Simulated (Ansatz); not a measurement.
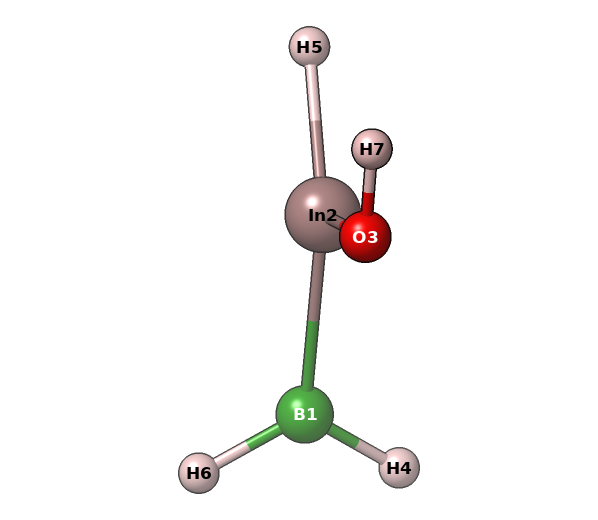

In2 lies behind O3. The molecule seen a little off the O3–In2 bond, O3 in front. Atoms fade into the background with distance from the viewer. Computed geometry: PBE-D4/def2-SVP optimisation. No frequency run is at hand to confirm it as a minimum.

What is the torsion angle H7–O3–In2–B1? The sign is positive where the front bond must turn clockwise to cover the back bond.

Answer. 180°, antiperiplanar (anti).
